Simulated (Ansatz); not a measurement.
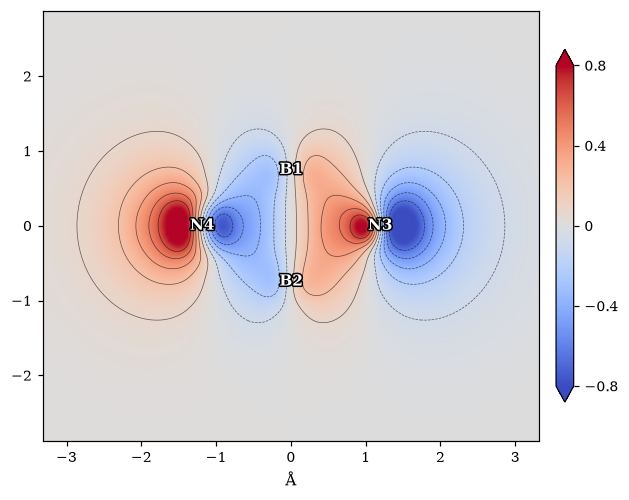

The picture shows: B$_{2}$N$_{2}$. The HOMO−1 on the molecular plane (values in Å⁻³ᐟ²; the overall sign is arbitrary).

Geometry: r2SCAN-D4/def2-TZVP.

Theory: Ansatz 0.2.0, RKS PBE0-D4/def2-TZVP.

Input

```
crystal:
  periodic: [false, false, false]
  atoms:
    - {symbol: B, position_ang: [-0.035188, 0.742542, -0.066755]}
    - {symbol: B, position_ang: [0.035144, -0.742551, 0.066733]}
    - {symbol: N, position_ang: [-1.188201, -0.057534, -0.013788]}
    - {symbol: N, position_ang: [1.188245, 0.057533, 0.013800]}
basis:
  gaussian: {orbitals: def2-TZVP, initial_orbitals: start.molden}
hamiltonian: {xc: pbe0, dispersion: d4}
output: {orbitals: {seedname: orbitals}}
```

Command:

```sh
ansatz run in.yaml --threads 4 --pin off --events-out ev --progress --plain --max-ram 3916MiB
```

**Where does this orbital lie, and at what energy?**

Its weight (Hirshfeld) is mainly on N3 (about 40 %), N4 (about 40 %), B1 (about 10 %) and B2 (about 10 %); it is symmetric in the molecular plane (an in-plane orbital: σ, lone-pair or in-plane π type); it is ungerade (odd under inversion); largely a combination of lone pairs on N3 and N4. Its energy is −8.62 eV.
